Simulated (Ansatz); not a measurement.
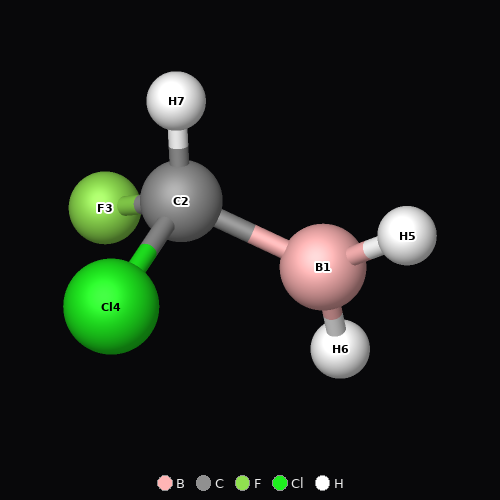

The system is CH₃BClF (SMILES BC(F)Cl) with the probe F-; the picture shows it without the atoms that are moved over the map. The probe is moved over the plane through the molecule's long axis and the normal of its main plane. First axis: x of the probe's F atom. Second axis: z of the probe's F atom. Nothing is relaxed (molecule and probe rigid). The scan uses a 13 × 11 grid. At 15 points there is no value (left out of the scan, as a rule where atoms come close). Points are written as (first, second). All energies are given in kcal/mol relative to molecule and probe far apart, each relaxed in its own basis (no counterpoise correction). Energies and slopes of some neighbouring points disagree (a jump in structure or state, or too coarse a mesh). The calculation used Ansatz 0.2.0, RHF/def2-SVPD.

Range: x of the probe's F atom from −4.74 to 4.74 Å; z of the probe's F atom from −3.95 to 3.95 Å.

Q: What landscape does the calculation give?

A: The lowest grid point is at (2.37 Å, −1.58 Å) [nearest 1 H at 2.24 Å], −23 kcal/mol from molecule and probe far apart, each relaxed in its own basis (no counterpoise correction). The highest grid point, (0.79 Å, 0.79 Å) [nearest 1 C at 1.35 Å and 1 F at 1.35 Å], lies 480 kcal/mol above the lowest.

| z of the probe's F atom ↓, x of the probe's F atom → | −4.74 | −3.95 | −3.16 | −2.37 | −1.58 | −0.79 | 0.00 | 0.79 | 1.58 | 2.37 | 3.16 | 3.95 | 4.74 |
| --- | --- | --- | --- | --- | --- | --- | --- | --- | --- | --- | --- | --- | --- |
| 3.95 | 1 | 1 | 1 | 1 | 1 | 1 | 0 | 0 | 0 | −1 | −1 | −1 | −1 |
| 3.16 | 1 | 0 | 1 | 2 | 2 | 1 | 0 | −1 | −1 | −2 | −2 | −1 | −1 |
| 2.37 | 0 | −1 | 0 | 8 | 17 | 9 | 3 | 6 | 4 | −2 | −3 | −3 | −2 |
| 1.58 | −2 | −4 | 7 | 89 | 199 | 116 | 55 | 78 | 44 | 3 | −5 | −5 | −3 |
| 0.79 | −3 | −5 | 37 | – | – | – | 376 | 457 | 144 | 4 | −10 | −7 | −4 |
| 0.00 | −3 | −2 | 72 | – | – | – | – | – | 187 | −10 | −16 | −9 | −6 |
| −0.79 | −2 | 0 | 54 | – | – | – | – | – | 73 | −23 | −18 | −11 | −6 |
| −1.58 | −1 | −1 | 11 | 66 | 123 | 232 | – | – | 14 | −23 | −16 | −10 | −6 |
| −2.37 | 0 | −1 | −1 | −1 | −2 | 9 | 54 | 20 | −18 | −19 | −13 | −9 | −6 |
| −3.16 | 0 | −1 | −2 | −5 | −10 | −16 | −19 | −20 | −18 | −14 | −10 | −7 | −5 |
| −3.95 | −1 | −1 | −2 | −4 | −7 | −11 | −13 | −14 | −12 | −10 | −7 | −6 | −4 |

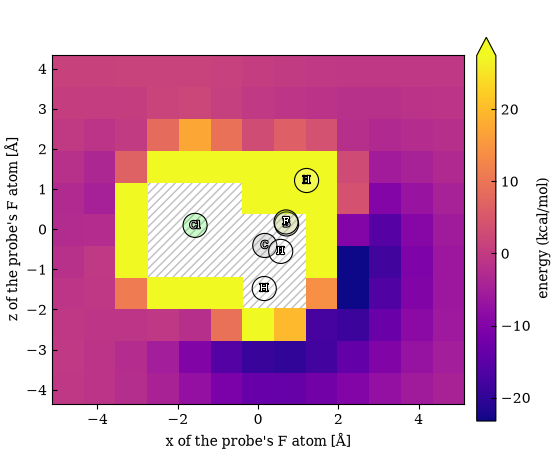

In the figure: one coloured cell a grid point, labelled circles for the molecule's atoms, projected on the plane, one colour for all values above the top of the scale, hatched blanks where no value was computed.

Each point was launched as `ansatz run input.yaml --threads 1 --pin off --max-ram 2560MiB --backend cpu --events-out ev --progress --plain --runs-dir out`. The whole map (128 points run) took 12 min on 1 thread of Arm Neoverse V1, on a shared host.
